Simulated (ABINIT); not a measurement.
## LaAlS3 (Pm-3m): zone-centre phonons

Which modes does LaAlS3 (Pm-3m) have at the zone centre?

Method: DFT PBE, scalar-relativistic, plane waves, SPMS norm-conserving pseudopotentials, in ABINIT 10.8.3.

The structure was built from a prototype and need not be the compound's stable phase.

## Step 1: Set-up

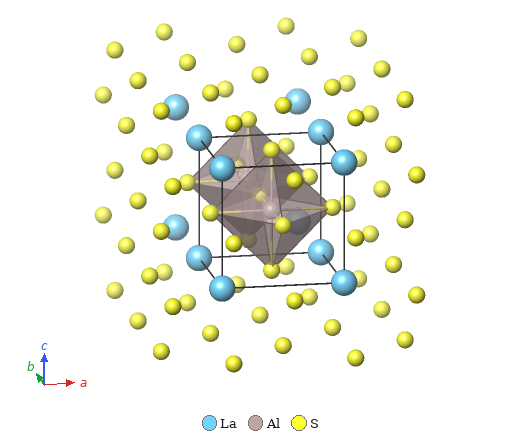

The starting structure, seen slightly off an axis (lanthanum blue, aluminium light grey, sulfur yellow). 1×2×1 cells are drawn. Some periodic images of atoms are drawn too.

## Step 2: A first look

A first run with smearing and empty bands tells whether the crystal has a gap, which decides between fixed occupations and smearing later on.

Contents of probe.abi:

```
# ground state
tolvrs 1.0d-08
prtden 1
prtwf 1

# basis, mesh and filling
ecut 30.0
ngkpt 4 4 4
nshiftk 1
shiftk 0.0 0.0 0.0
istwfk *1
occopt 7
tsmear 0.005
nband 24
nstep 100
diemac 9.0
prtebands 0
prtgsr 0
useylm 1

# cell and atoms
acell 8.725243463 8.725243463 8.725243463
rprim 
    1.0 0.0 0.0
    0.0 1.0 0.0
    0.0 0.0 1.0
ntypat 3
znucl 57 13 16
natom 5
typat 1 2 3 3 3
xred 
    0.0 0.0 0.0
    0.5 0.5 0.5
    0.5 0.5 0.0
    0.5 0.0 0.5
    0.0 0.5 0.5
pp_dirpath "./pseudo"
pseudos "La.psp8, Al.psp8, S.psp8"
```

The run is started by

```bash
OMP_NUM_THREADS=1 mpirun -n 4 abinit probe.abi > probe.log
```

Numbers of over 12 decimals in the logs are rounded to 6 here.

probe.abo, the main output file:

```text
[banners, grids, parts of the stress and lines that vanish by symmetry left out]
- input  file    -> probe.abi
- output file    -> probe.abo
- root for input  files -> probei
[...]
Symmetries : space group Pm -3 m (#221); Bravais cP (primitive cubic)
[...]
mpw =        5248          nfft =       91125          nkpt =          10
[...]
== DATASET  1 ==================================================================
[...]
cutoff_energies: {ecut:  30.0, pawecutdg:  -1.0, }
[...]
Exchange-correlation functional for the present dataset will be:
  GGA: Perdew-Burke-Ernzerhof functional - ixc=11
[...]
ETOT  1  -70.873092393353    -7.087E+01 4.110E-02 3.191E+02
 ETOT  2  -70.951775444268    -7.868E-02 1.367E-01 9.157E+01
 ETOT  3  -70.970626786375    -1.885E-02 5.605E-02 8.735E-01
 ETOT  4  -70.971653630576    -1.027E-03 2.798E-02 5.634E-02
 ETOT  5  -70.971959949629    -3.063E-04 1.903E-02 4.568E-02
[...]
ETOT 28  -70.972135354646    -1.033E-11 7.507E-04 1.221E-08
 ETOT 29  -70.972135354655    -8.228E-12 1.747E-03 5.368E-10
 At SCF step   29       vres2   =  5.37E-10 < tolvrs=  1.00E-08 =>converged.
[...]
sigma(1 1)= -1.27118906E-04  sigma(3 2)=  0.00000000E+00
  sigma(2 2)= -1.27118906E-04  sigma(3 1)=  0.00000000E+00
  sigma(3 3)= -1.27118906E-04  sigma(2 1)=  0.00000000E+00
[...]
convergence: {deltae: -8.228E-12, res2:  5.368E-10, residm:  1.747E-03, diffor: null, }
etotal    :  -7.09721354E+01
[...]
sigma(1 1)= -1.27118906E-04  sigma(3 2)=  0.00000000E+00
  sigma(2 2)= -1.27118906E-04  sigma(3 1)=  0.00000000E+00
  sigma(3 3)= -1.27118906E-04  sigma(2 1)=  0.00000000E+00
[...]
- sigma(1 1)= -3.73996733E+00  sigma(3 2)=  0.00000000E+00
- sigma(2 2)= -3.73996733E+00  sigma(3 1)=  0.00000000E+00
- sigma(3 3)= -3.73996733E+00  sigma(2 1)=  0.00000000E+00
[...]
fcart     -0.0000000000E+00 -0.0000000000E+00 -0.0000000000E+00
           strten     -1.2711890568E-04 -1.2711890568E-04 -1.2711890568E-04
================================================================================

[key lines of the parts left out:]
pressure_GPa:   3.7400E+00
```

Wall time 55 s (4 MPI ranks of Intel Xeon at 2.70GHz, shared host).

This step gave:

```
volume per atom   : 19.69 Å³
pressure          : 3.740 GPa
gap on the k-mesh : 0 eV
```

No gap opens on this mesh, so smearing is kept; the printed pressure holds the stress of the finite basis too.

## Step 3: Rough relaxation

The typed start is rough, so a first relaxation with smearing and loose thresholds takes it towards rest cheaply.

Contents of prerelax.abi:

```
# relaxation
ionmov 2
optcell 2
dilatmx 1.15
chkdilatmx 0
ntime 40
tolmxf 3.0d-04
tolvrs 1.0d-10
prtwf 0
prtden 0
chksymtnons 0

# basis, mesh and filling
ecut 31.0
ecutsm 3.0
ngkpt 4 4 4
nshiftk 1
shiftk 0.0 0.0 0.0
istwfk *1
occopt 7
tsmear 0.005
nband 24
nstep 100
diemac 1000000.0
prtebands 0
prtgsr 0
useylm 1

# cell and atoms
acell 8.725243463 8.725243463 8.725243463
rprim 
    1.0 0.0 0.0
    0.0 1.0 0.0
    0.0 0.0 1.0
ntypat 3
znucl 57 13 16
natom 5
typat 1 2 3 3 3
xred 
    0.0 0.0 0.0
    0.5 0.5 0.5
    0.5 0.5 0.0
    0.5 0.0 0.5
    0.0 0.5 0.5
pp_dirpath "./pseudo"
pseudos "La.psp8, Al.psp8, S.psp8"
```

The run is started by

```bash
OMP_NUM_THREADS=1 mpirun -n 4 abinit prerelax.abi > prerelax.log
```

prerelax.abo, the main output file:

```text
[banners, grids, parts of the stress and lines that vanish by symmetry left out]
- input  file    -> prerelax.abi
- output file    -> prerelax.abo
- root for input  files -> prerelaxi
[...]
Symmetries : space group Pm -3 m (#221); Bravais cP (primitive cubic)
[...]
mpw =        8385          nfft =      157464          nkpt =          10
[...]
== DATASET  1 ==================================================================
[...]
cutoff_energies: {ecut:  31.0, pawecutdg:  -1.0, }
[...]
Exchange-correlation functional for the present dataset will be:
  GGA: Perdew-Burke-Ernzerhof functional - ixc=11
[...]
ETOT  1  -70.873815437434    -7.087E+01 3.686E-02 5.460E+02
 ETOT  2  -70.960736244578    -8.692E-02 1.201E-01 6.636E+01
 ETOT  3  -70.970627875840    -9.892E-03 5.577E-02 1.151E+00
 ETOT  4  -70.971559936124    -9.321E-04 3.171E-02 5.939E-01
[...]
ETOT  8  -70.973827455115    -3.325E-12 5.510E-05 4.680E-11
 At SCF step    8       vres2   =  4.68E-11 < tolvrs=  1.00E-10 =>converged.
[...]
sigma(1 1)= -1.49750112E-07  sigma(3 2)=  0.00000000E+00
  sigma(2 2)= -1.49750112E-07  sigma(3 1)=  0.00000000E+00
  sigma(3 3)= -1.49750112E-07  sigma(2 1)=  0.00000000E+00
[...]
convergence: {deltae: -3.325E-12, res2:  4.680E-11, residm:  5.510E-05, diffor: null, }
etotal    :  -7.09738275E+01
[...]
At Broyd/MD step   4, gradients are converged :
[...]
sigma(1 1)= -1.49750112E-07  sigma(3 2)=  0.00000000E+00
  sigma(2 2)= -1.49750112E-07  sigma(3 1)=  0.00000000E+00
  sigma(3 3)= -1.49750112E-07  sigma(2 1)=  0.00000000E+00
[...]
- sigma(1 1)= -4.40580041E-03  sigma(3 2)=  0.00000000E+00
- sigma(2 2)= -4.40580041E-03  sigma(3 1)=  0.00000000E+00
- sigma(3 3)= -4.40580041E-03  sigma(2 1)=  0.00000000E+00
[...]
fcart     -0.0000000000E+00 -0.0000000000E+00 -0.0000000000E+00
           strten     -1.4975011208E-07 -1.4975011208E-07 -1.4975011208E-07
================================================================================

[key lines of the parts left out:]
pressure_GPa:   4.4058E-03
Total energy (etotal) [Ha]= -7.09738274551146E+01
```

Run time: 3.8 min. Hardware: 4 MPI ranks; 15 min of CPU time.

The steps of the relaxation:

| step | energy less that of the first step (eV) | largest force (eV/Å) | volume (Å³) |
| --- | --- | --- | --- |
| 1 | 0.0000 | 0.0000 | 98.43 |
| 2 | -0.0224 | 0.0000 | 99.56 |
| 3 | -0.0460 | 0.0000 | 102.37 |
| 4 | -0.0461 | 0.0000 | 102.51 |

| conventional cell, symmetrised | before | after | change |
| --- | --- | --- | --- |
| a (Å) | 4.617 | 4.680 | +1.4 % |
| b (Å) | 4.617 | 4.680 | +1.4 % |
| c (Å) | 4.617 | 4.680 | +1.4 % |
| volume (Å³/atom) | 19.69 | 20.50 | +4.1 % |

Final coordinates:

```xyz
5
Lattice="4.6801 0.0000 0.0000 0.0000 4.6801 0.0000 0.0000 0.0000 4.6801" Properties=species:S:1:pos:R:3 pbc="T T T"
La    0.0000    0.0000    0.0000
Al    2.3401    2.3401    2.3401
S     2.3401    2.3401    0.0000
S     2.3401    0.0000    2.3401
S     0.0000    2.3401    2.3401
```

Read from the output:

```yaml
volume_per_atom: 20.50 Å³
pressure: 0.004406 GPa
```

The volume changes by +4.1 % in this run and stands +4.1 % from the first cell.

## Step 4: Relaxation

The harmonic expansion needs vanishing forces, and a free crystal bears no stress, so cell and atoms are brought to rest. Stress is more sensitive to the basis than forces are: the last 3 Ha under the cutoff are smoothed with ecutsm, and the cutoff is raised above that of the later runs.

Contents of relax.abi:

```
# relaxation
ionmov 2
optcell 2
dilatmx 1.08
ntime 40
tolmxf 1.0d-05
tolvrs 1.0d-14
prtwf 0
prtden 0
chksymtnons 0

# basis, mesh and filling
ecut 38.0
ecutsm 3.0
ngkpt 6 6 6
nshiftk 1
shiftk 0.0 0.0 0.0
istwfk *1
occopt 7
tsmear 0.01
nband 24
nstep 100
diemac 1000000.0
prtebands 0
prtgsr 0
useylm 1

# cell and atoms
acell 8.844184454 8.844184454 8.844184454
rprim 
    1.0 0.0 0.0
    0.0 1.0 0.0
    0.0 0.0 1.0
ntypat 3
znucl 57 13 16
natom 5
typat 1 2 3 3 3
xred 
    0.0 0.0 0.0
    0.5 0.5 0.5
    0.5 0.5 0.0
    0.5 0.0 0.5
    0.0 0.5 0.5
pp_dirpath "./pseudo"
pseudos "La.psp8, Al.psp8, S.psp8"
```

The run is started by

```bash
OMP_NUM_THREADS=1 mpirun -n 4 abinit relax.abi > relax.log
```

relax.abo, the main output file:

```text
[banners, grids, parts of the stress and lines that vanish by symmetry left out]
- input  file    -> relax.abi
- output file    -> relax.abo
- root for input  files -> relaxi
[...]
Symmetries : space group Pm -3 m (#221); Bravais cP (primitive cubic)
[...]
mpw =        9808          nfft =      157464          nkpt =          20
[...]
== DATASET  1 ==================================================================
[...]
cutoff_energies: {ecut:  38.0, pawecutdg:  -1.0, }
[...]
Exchange-correlation functional for the present dataset will be:
  GGA: Perdew-Burke-Ernzerhof functional - ixc=11
[...]
ETOT  1  -70.871021607578    -7.087E+01 4.854E-02 5.670E+02
 ETOT  2  -70.960680213200    -8.966E-02 8.760E-02 7.082E+01
 ETOT  3  -70.972147354810    -1.147E-02 3.614E-02 7.221E-01
 ETOT  4  -70.973257753929    -1.110E-03 8.749E-02 9.084E-01
 ETOT  5  -70.973711404746    -4.537E-04 2.781E-02 1.976E-02
[...]
At SCF step   48       vres2   =  5.26E-15 < tolvrs=  1.00E-14 =>converged.
[...]
sigma(1 1)=  2.25526530E-06  sigma(3 2)=  0.00000000E+00
  sigma(2 2)=  2.25526530E-06  sigma(3 1)=  0.00000000E+00
  sigma(3 3)=  2.25526530E-06  sigma(2 1)=  0.00000000E+00
[...]
convergence: {deltae:  2.373E-12, res2:  5.261E-15, residm:  5.295E-05, diffor: null, }
etotal    :  -7.09739821E+01
[...]
ETOT  1  -70.973982268645    -7.097E+01 5.230E-05 8.106E-04
[...]
At SCF step   11       vres2   =  1.83E-15 < tolvrs=  1.00E-14 =>converged.
[...]
sigma(1 1)=  1.67335398E-06  sigma(3 2)=  0.00000000E+00
  sigma(2 2)=  1.67335398E-06  sigma(3 1)=  0.00000000E+00
  sigma(3 3)=  1.67335398E-06  sigma(2 1)=  0.00000000E+00
[...]
convergence: {deltae: -3.837E-13, res2:  1.831E-15, residm:  2.046E-05, diffor: null, }
etotal    :  -7.09739824E+01
[...]
ETOT  1  -70.973981996656    -7.097E+01 1.466E-04 6.699E-03
[...]
ETOT 15  -70.973982688932     1.606E-12 3.046E-05 5.043E-14
 ETOT 16  -70.973982688932     1.421E-14 1.464E-05 7.002E-16
 At SCF step   16       vres2   =  7.00E-16 < tolvrs=  1.00E-14 =>converged.
[...]
sigma(1 1)= -1.71157046E-09  sigma(3 2)=  0.00000000E+00
  sigma(2 2)= -1.71157046E-09  sigma(3 1)=  0.00000000E+00
  sigma(3 3)= -1.71157046E-09  sigma(2 1)=  0.00000000E+00
[...]
convergence: {deltae:  1.421E-14, res2:  7.002E-16, residm:  1.464E-05, diffor: null, }
etotal    :  -7.09739827E+01
[...]
At Broyd/MD step   3, gradients are converged :
[...]
sigma(1 1)= -1.71157046E-09  sigma(3 2)=  0.00000000E+00
  sigma(2 2)= -1.71157046E-09  sigma(3 1)=  0.00000000E+00
  sigma(3 3)= -1.71157046E-09  sigma(2 1)=  0.00000000E+00
[...]
- sigma(1 1)= -5.03561414E-05  sigma(3 2)=  0.00000000E+00
- sigma(2 2)= -5.03561414E-05  sigma(3 1)=  0.00000000E+00
- sigma(3 3)= -5.03561414E-05  sigma(2 1)=  0.00000000E+00
[...]
fcart     -0.0000000000E+00 -0.0000000000E+00 -0.0000000000E+00
           strten     -1.7115704574E-09 -1.7115704591E-09 -1.7115704574E-09
================================================================================

[key lines of the parts left out:]
pressure_GPa:   5.0356E-05
Total energy (etotal) [Ha]= -7.09739826889316E+01
```

It took 7.7 min on 4 MPI ranks; 31 min of CPU time.

Little changed from the start: no atom moved by 0.005 Å and no cell edge by 0.1 %.

Numbers from this step:

- volume per atom: 20.49 Å³
- pressure: 5.04e-5 GPa

The volume changes by -0.1 % in this run and stands +4.1 % from the first cell.

## Step 5: Self-consistent run for the response

The response is built on these wavefunctions, so the potential is converged far more tightly than an energy would need. Smearing stays on, as the first look found no gap above 0.3 eV.

Contents of gs.abi:

```
# ground state
tolvrs 1.0d-16
prtden 1
prtwf 1

# basis, mesh and filling
ecut 30.0
ngkpt 6 6 6
nshiftk 1
shiftk 0.0 0.0 0.0
istwfk *1
occopt 7
tsmear 0.01
nband 24
nstep 100
diemac 1000000.0
prtebands 0
prtgsr 0
useylm 1

# cell and atoms
acell 8.841866717 8.841866717 8.841866717
rprim 
    1.0 0.0 0.0
    0.0 1.0 0.0
    0.0 0.0 1.0
ntypat 3
znucl 57 13 16
natom 5
typat 1 2 3 3 3
xred 
    0.0 0.0 0.0
    0.5 0.5 0.5
    0.5 0.5 0.0
    0.5 0.0 0.5
    0.0 0.5 0.5
pp_dirpath "./pseudo"
pseudos "La.psp8, Al.psp8, S.psp8"
```

The run is started by

```bash
OMP_NUM_THREADS=1 mpirun -n 4 abinit gs.abi > gs.log
```

gs.abo, the main output file:

```text
[banners, grids, parts of the stress and lines that vanish by symmetry left out]
- input  file    -> gs.abi
- output file    -> gs.abo
- root for input  files -> gsi
[...]
Symmetries : space group Pm -3 m (#221); Bravais cP (primitive cubic)
[...]
mpw =        5520          nfft =       91125          nkpt =          20
[...]
== DATASET  1 ==================================================================
[...]
cutoff_energies: {ecut:  30.0, pawecutdg:  -1.0, }
[...]
Exchange-correlation functional for the present dataset will be:
  GGA: Perdew-Burke-Ernzerhof functional - ixc=11
[...]
ETOT  1  -70.877724922747    -7.088E+01 4.300E-02 3.291E+02
 ETOT  2  -70.961651046949    -8.393E-02 1.552E-01 4.001E+01
 ETOT  3  -70.972333729660    -1.068E-02 5.700E-02 6.802E-01
 ETOT  4  -70.973354769318    -1.021E-03 4.241E-02 3.596E-01
 ETOT  5  -70.973743258331    -3.885E-04 3.077E-02 6.129E-03
[...]
ETOT 54  -70.973972093834    -1.108E-12 3.556E-04 1.371E-15
 ETOT 55  -70.973972093832     1.435E-12 5.762E-05 2.469E-17
 At SCF step   55       vres2   =  2.47E-17 < tolvrs=  1.00E-16 =>converged.
[...]
sigma(1 1)=  5.10795628E-08  sigma(3 2)=  0.00000000E+00
  sigma(2 2)=  5.10795628E-08  sigma(3 1)=  0.00000000E+00
  sigma(3 3)=  5.10795628E-08  sigma(2 1)=  0.00000000E+00
[...]
convergence: {deltae:  1.435E-12, res2:  2.469E-17, residm:  5.762E-05, diffor: null, }
etotal    :  -7.09739721E+01
[...]
sigma(1 1)=  5.10795628E-08  sigma(3 2)=  0.00000000E+00
  sigma(2 2)=  5.10795628E-08  sigma(3 1)=  0.00000000E+00
  sigma(3 3)=  5.10795628E-08  sigma(2 1)=  0.00000000E+00
[...]
- sigma(1 1)=  1.50281262E-03  sigma(3 2)=  0.00000000E+00
- sigma(2 2)=  1.50281262E-03  sigma(3 1)=  0.00000000E+00
- sigma(3 3)=  1.50281262E-03  sigma(2 1)=  0.00000000E+00
[...]
fcart     -0.0000000000E+00 -0.0000000000E+00 -0.0000000000E+00
           strten      5.1079562801E-08  5.1079562800E-08  5.1079562794E-08
================================================================================

[key lines of the parts left out:]
pressure_GPa:  -1.5028E-03
```

It took 3.2 min on 4 MPI ranks; 13 min of CPU time.

This step gave:

```yaml
pressure: -0.001503 GPa
```

The cell stands at -0.0015 GPa, close enough for phonons.

[end of part 1 of 5]

[Host names and launcher messages were left out of these logs when they were recorded.]

[Logs are printed without paths, hosts, clocks, repeated set-up lines and the standing remarks that a program may print on its own settings, such as how far it seeks lower states.]

[Hosts, paths, dates, database ids (printed as entryN), source tags and the programs' standing remarks are cut or masked in the printed files.]
